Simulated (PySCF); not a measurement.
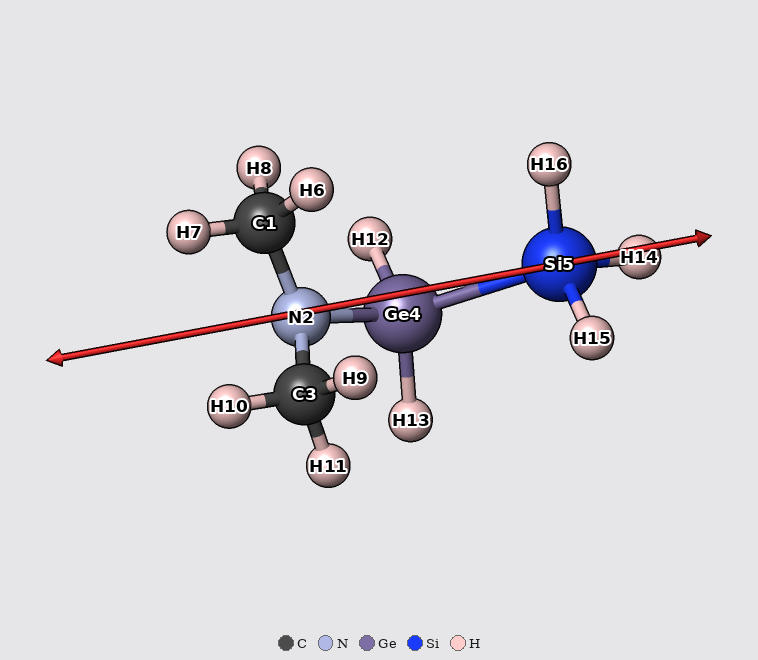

The double arrow shows the direction of the transition dipole to excited singlet state 3 (its length means nothing). The computed structure is the end point of a PBE0-D3(BJ)/def2-SVP optimisation. No frequency run is at hand to confirm it as a minimum. Method: TDDFT PBE0/aug-cc-pVDZ, vertical, gas phase, core orbitals frozen in the response (PySCF 2.14.0).

Question. How is the transition polarised?

Answer. Close to the long direction C1···Si5.

Question. Give its energy, strength and character.

Answer. 5.27 eV (235 nm), oscillator strength 0.082, mainly HOMO → LUMO+2 (weight 0.71); transition dipole 2.02 D.
